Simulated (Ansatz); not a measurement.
# AlF₃H₃P (Al(PF3)H3): what the fields show

The calculation's input:

```
crystal:
  periodic: [false, false, false]
  atoms:
    - {symbol: Al, position_ang: [-0.005504, 0.005641, -1.496532]}
    - {symbol: P, position_ang: [-0.003428, -0.000578, 1.010707]}
    - {symbol: F, position_ang: [-1.380481, 0.080984, 1.772946]}
    - {symbol: F, position_ang: [0.774679, 1.150788, 1.753843]}
    - {symbol: F, position_ang: [0.623433, -1.250905, 1.736489]}
    - {symbol: H, position_ang: [1.588689, -0.045749, -1.572685]}
    - {symbol: H, position_ang: [-0.755581, 1.410046, -1.606740]}
    - {symbol: H, position_ang: [-0.841797, -1.350238, -1.598027]}
basis:
  gaussian: {orbitals: def2-TZVP, initial_orbitals: start.molden}
hamiltonian: {xc: pbe0, dispersion: d4}
scf: {omitted_lower_state_checks: [starts]}
output: {forces: true, orbitals: {seedname: orbitals}}
```

Launched as:

```sh
ansatz run in.yaml --threads 4 --pin off --events-out ev --progress --plain --max-ram 3916MiB
```

Geometry: PBE0-D4/def2-SVP; not at a stationary point (largest force 1.4 eV/Å).

Computed with RKS PBE0-D4/def2-TZVP (Ansatz 0.2.0).

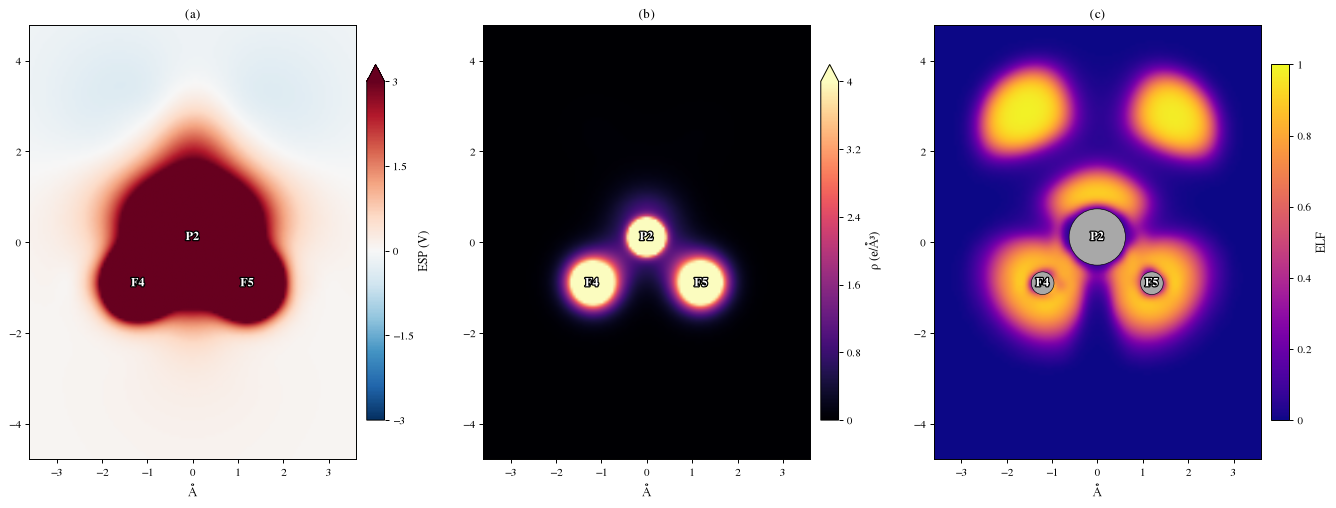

Figure 1. (a) electrostatic potential; (b) total electron density; (c) ELF on the plane of atoms F4, P2 and F5. Grey discs cover the atomic cores in the ELF map.

> Interpret the plot.

- Atoms in the plane: P and F.
- P–F (1.58 Å): ρ is about 1.4 e/Å³ halfway; the ELF peaks at about 0.80 in the valence shell of F, 0.6 Å from its nucleus, and is about 0.65 at the midpoint.
- The ELF also peaks beside F4 and F5, away from the bonds: lone-pair regions.
- Outside the dense part of the molecule the potential is most negative (−0.4 V) near H7, which lies off the plane.

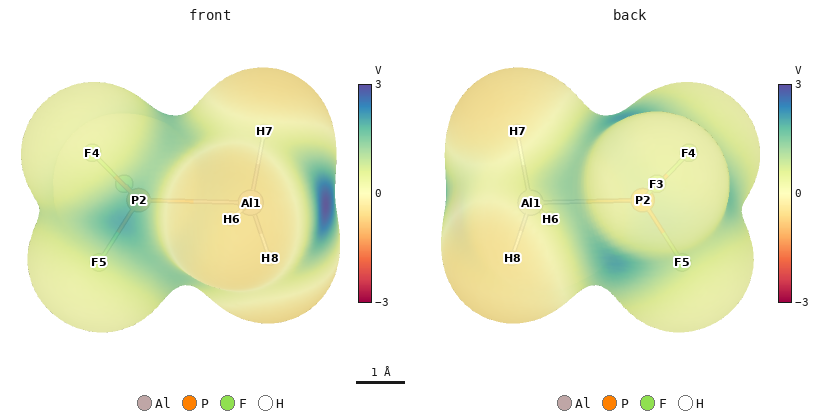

Figure 2. The electrostatic potential painted on the density surface at 0.002 e/bohr³, seen from the front and from behind; red is negative and blue positive.

> Where is the surface potential most negative and most positive?

The most negative region (about −0.5 V) lies over H6, H7 and H8, the most positive (about +2.7 V) over Al1.

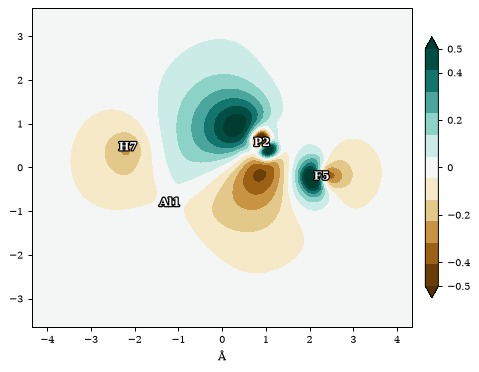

Figure 3. The LUMO on the plane of atoms Al1, P2 and F5 (values in Å⁻³ᐟ²; the overall sign is arbitrary).

> Describe this orbital and give its energy.

By Hirshfeld shares it lies mainly on P2 (about 55 %), F5 (about 10 %) and F4 (about 5 %). It is one of a degenerate set, so its orientation is arbitrary. Its energy is −1.21 eV.
